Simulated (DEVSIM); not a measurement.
Device: Ru/SiO2/p-Ge capacitor, at 300 K.

```csv
layer (left to right),material,thickness (nm),Na (cm⁻³)
1,SiO2,7.70,-
2,Ge,17000,1.2e15
```

Metal gate on the left, work function 4.7 eV. Fixed charge at the semiconductor interface 1.8e10 cm⁻² (in units of +e); no interface traps.

The device is made up for the run: typed textbook-type constants, with dimensions and the other settings drawn at random. Values at 300 K.

```
parameter      SiO2       Ge
-------------  ----  -------
gap (eV)          9    0.664
affinity (eV)   0.9        4
permittivity    3.9       16
Nc (cm⁻³)         -  1.04e19
Nv (cm⁻³)         -     6e18
```

DEVSIM, 1D Poisson equation in equilibrium, Boltzmann statistics, complete ionisation; no quantum confinement or tunnelling. Metal contacts follow the ideal Schottky-Mott rule: no Fermi-level pinning, no interface dipoles.

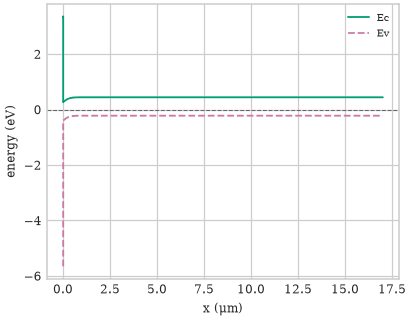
Fig. 1. Band edges at 0.45 V on the gate

Energies count from the Fermi level of the right contact; mesh points crowd at the junctions.

```csv
x (μm),Ec (eV),Ev (eV),n (cm⁻³),p (cm⁻³),field (V/cm)
0.000,3.350,-5.650,< 1e2,< 1e2,19000
0.001490,3.353,-5.647,< 1e2,< 1e2,19000
0.004346,3.358,-5.642,< 1e2,< 1e2,19000
0.006710,3.363,-5.637,< 1e2,< 1e2,19000
0.008535,0.265,-0.399,3.7e14,1.2e12,6600
0.01170,0.267,-0.397,3.4e14,1.3e12,6600
0.01941,0.272,-0.392,2.8e14,1.6e12,6400
0.05016,0.291,-0.373,1.3e14,3.3e12,5900
0.1192,0.329,-0.335,3.1e13,1.4e13,5000
0.2880,0.393,-0.271,2.6e12,1.7e14,2800
0.7093,0.441,-0.223,4.1e11,1.1e15,230
2.470,0.444,-0.220,3.6e11,1.2e15,≈ 0
6.158,0.444,-0.220,3.6e11,1.2e15,≈ 0
12.23,0.444,-0.220,3.6e11,1.2e15,≈ 0
15.65,0.444,-0.220,3.6e11,1.2e15,≈ 0
16.46,0.444,-0.220,3.6e11,1.2e15,≈ 0
16.79,0.444,-0.220,3.6e11,1.2e15,≈ 0
16.92,0.444,-0.220,3.6e11,1.2e15,≈ 0
16.98,0.444,-0.220,3.6e11,1.2e15,≈ 0
17.00,0.444,-0.220,3.6e11,1.2e15,≈ 0
17.00,0.444,-0.220,3.6e11,1.2e15,≈ 0
17.01,0.444,-0.220,3.6e11,1.2e15,≈ 0
```
